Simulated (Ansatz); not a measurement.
## Pt: response to strain

Start from Pt in the fcc (Cu type) structure (space group Fm-3m, No. 225; a = 3.895 Å; relaxed with 0.1 eV smearing).

Strains are applied to the cell and any free atomic positions relax.

Level of theory: LDA in Ansatz (plane waves to 420 eV, PAW, scalar-relativistic without spin-orbit coupling).

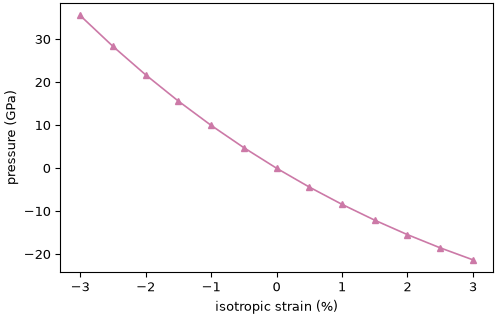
Pressure against isotropic strain

From the plot, what is the pressure for isotropic strain +2.00 %?

About -15 GPa.

Is the trend monotonic over the range shown?

Yes, it falls throughout, spanning -21.3 GPa to 35.5 GPa.

Whether these cells are dynamically stable was not tested. All final runs are without spin polarisation. Pt lies near a magnetic instability that expansion can trigger; it was not tested.

Ansatz is a first-principles code.
